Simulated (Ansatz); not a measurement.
System: H2CClF (P2_1).

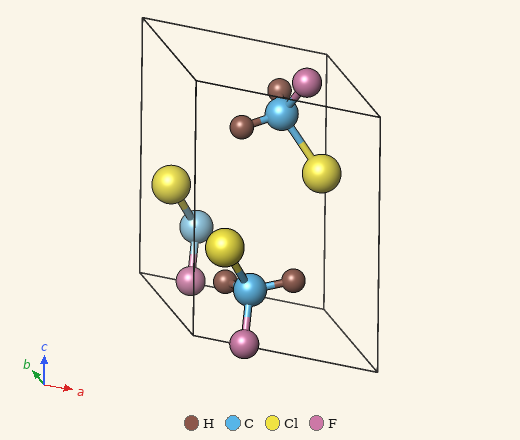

The structure (hydrogen brown, carbon blue, chlorine yellow, fluorine pink). Some periodic images of atoms are drawn too.

It takes space group P2_1 (No. 4, monoclinic). Conventional cell: a = 5.021 Å, b = 4.148 Å, c = 6.768 Å, α = 90.00°, β = 108.21°, γ = 90.00°. Nearest to H lie 1 C at 1.09 Å. C has 2 H at 1.09 Å and 1 F at 1.38 Å and 1 Cl at 1.79 Å nearest. Nearest to Cl lie 1 C at 1.79 Å. Nearest to F lie 1 C at 1.38 Å. Farther neighbours and most contacts between anions are not listed.

```cif
data_structure
_symmetry_space_group_name_H-M 'P 1'
_symmetry_Int_Tables_number 1
_cell_length_a 5.0206
_cell_length_b 4.1477
_cell_length_c 6.7676
_cell_angle_alpha 90.000
_cell_angle_beta 108.205
_cell_angle_gamma 90.000
_cell_volume 133.87
loop_
_atom_site_label
_atom_site_type_symbol
_atom_site_fract_x
_atom_site_fract_y
_atom_site_fract_z
_atom_site_occupancy
H1 H 0.28539 0.39143 0.15535 1
H2 H 0.71461 0.89143 0.84465 1
H3 H 0.57087 0.10793 0.27087 1
H4 H 0.42913 0.60793 0.72913 1
C5 C 0.34614 0.14076 0.19427 1
C6 C 0.65386 0.64076 0.80573 1
Cl7 Cl 0.16652 0.00252 0.36834 1
Cl8 Cl 0.83348 0.50252 0.63166 1
F9 F 0.26455 0.95786 0.01500 1
F10 F 0.73545 0.45786 0.98500 1
```

Geometry: measured cell, ions relaxed with PBE. The runs that relaxed it are not among those shown. PAW set soft_2, made with PBE.

Gaps computed with Ansatz 0.2.0 without a self-energy: LDA 5.76 eV, PBEsol 5.91 eV, PBE 5.99 eV and DDH-PBE0 10.53 eV.

**Question.** Estimate the G0W0@PBE gap with 4×4×2 mesh, 615 empty bands, screening to 160 eV, default PAW files.

About 10.02 eV: on its mesh the run moves the gap from 6.00 eV by +4.03 eV. Among the scalar-relativistic levels given, DDH-PBE0 is nearest (+0.51 eV). Bands and cutoff are finite, so the gap is not at the basis limit. The miss can reach some tenths of an eV and take either sign; the mesh is an error of its own. The 4×4×2 mesh is coarse for this cell (its supercell is 14 Å along the shortest edge). The RPA ε∞ on it, from the PBE start, is 2.00, 2.02 and 2.34; such meshes misread the long-range screening, most where the gap is narrow.

[Paths, hosts, dates, memory and timing lines, banners, echoed tables and standing remarks are left out of the program output.]

[Logs are printed without paths, hosts, clocks, repeated set-up lines and the standing remarks that a program may print on its own settings, such as how far it seeks lower states.]

[Runs of the session that timed out or met a known fault of the program may be left out.]

[Cells called generated may have been cut or substituted from an entry of the Crystallography Open Database or the Materials Project.]

[Hosts, paths, dates, database ids (printed as entryN), source tags and the programs' standing remarks are cut or masked in the printed files.]
